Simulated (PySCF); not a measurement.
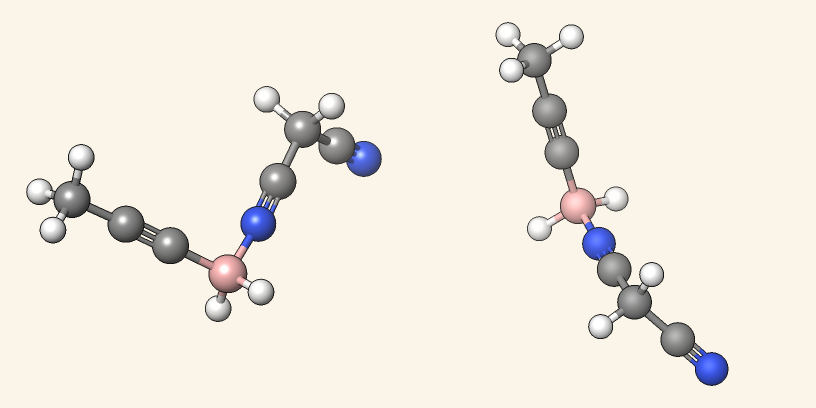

Two views of one molecule. Colours: carbon grey, boron pink, nitrogen blue, hydrogen white.

Computed geometry: GFN2-xTB optimisation. No frequency run is at hand to confirm it as a minimum.

Identify the structure.

Formula C₆H₇BN₂. As SMILES it reads `CC#C[BH2-][N+]#CCC#N`. It has no ring. Among its groups: nitrile, alkyne, B–H bond. This geometry has C1 symmetry. Coordination: 2 C tetrahedral; 4 C linear; 1 B tetrahedral; 1 N linear.

More results for the same structure follow; atom numbers are the same in all pictures, views and colours differ.

**Dipole moment**

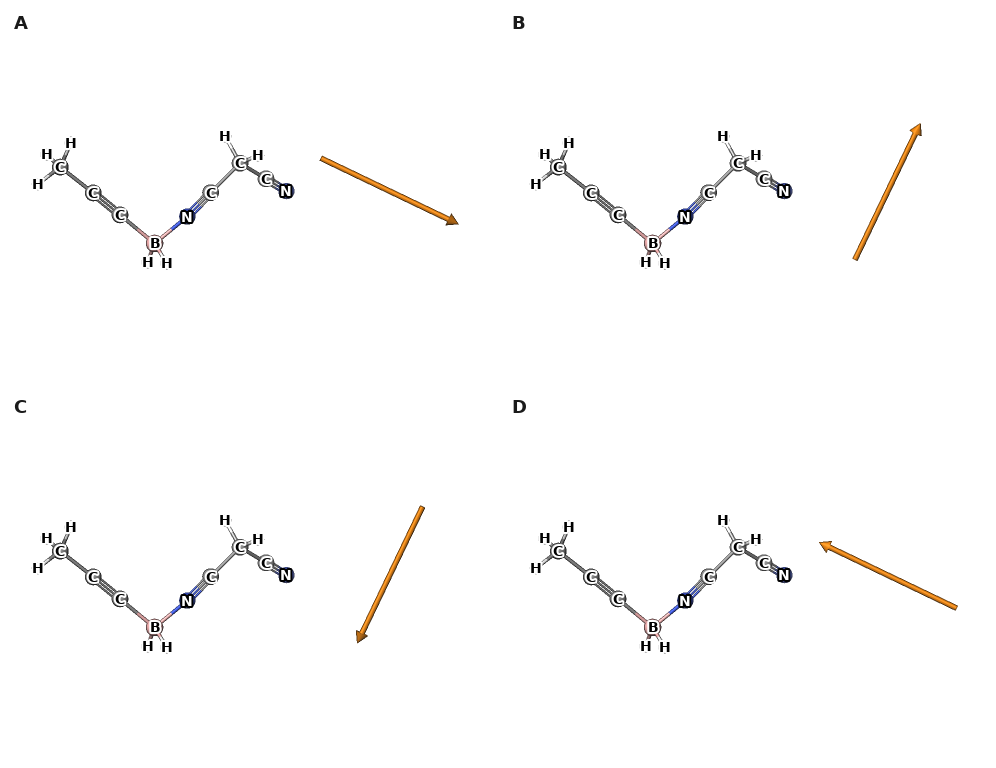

The same molecule four times, each with an arrow. No frequency run is at hand to confirm it as a minimum. Level of theory: ωB97X-D/def2-SVPD, gas phase (PySCF 2.14.0).

> Which arrow points along the dipole moment, from the negative to the positive end?

B. The dipole moment is 6.15 D.

**Polarisability**

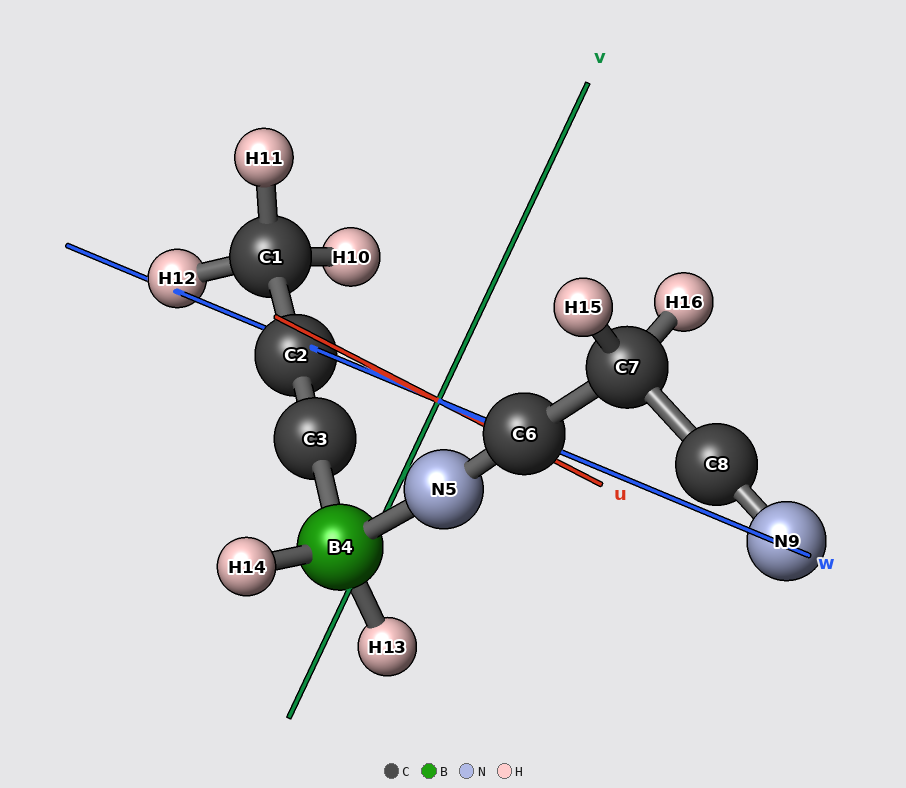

The lines u, v and w are the principal axes of the static dipole polarisability. No frequency run is at hand to confirm it as a minimum. Method: ωB97X-D/def2-SVPD (PySCF 2.14.0).

> Along which axis is the molecule most polarisable, and along which least?

Most along w (close to the long direction C1···N9), least along u.

> Give the three principal values.

u 70.5, v 93.2, w 136.8 bohr³; mean 100.2, anisotropy 58.4 bohr³.

**Excitation**

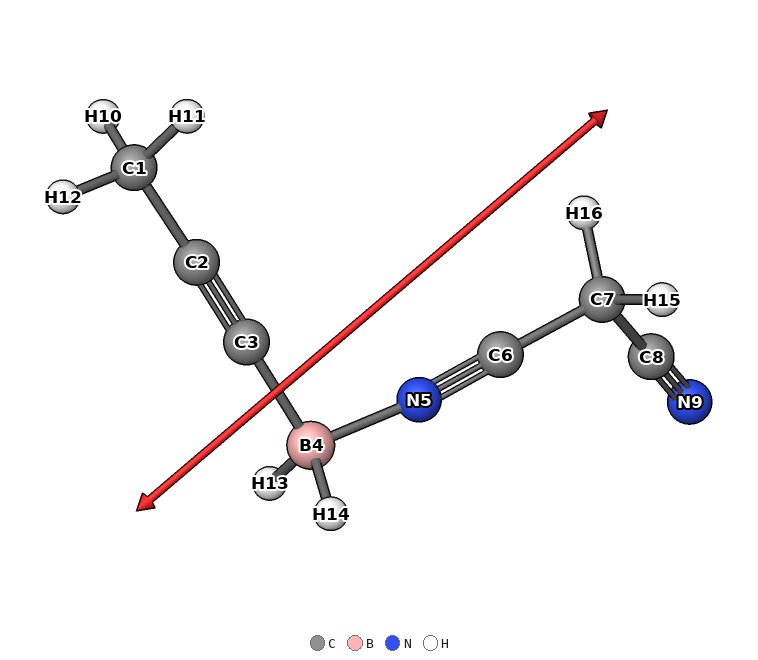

The double arrow shows the direction of the transition dipole to excited singlet state 2 (its length means nothing). No frequency run is at hand to confirm it as a minimum. Method: TDDFT ωB97X-D/def2-SVPD, vertical, gas phase, core orbitals frozen in the response (PySCF 2.14.0).

> Where does the transition lie, and how strong is it?

5.05 eV (245 nm), oscillator strength 0.035, mainly HOMO → LUMO+1 (weight 0.82); transition dipole 1.36 D.

The geometry is semi-empirical. Around B such bond lengths and angles can be off by a tenth of an ångström or more and by several degrees, and values that hang on the shape move with them.
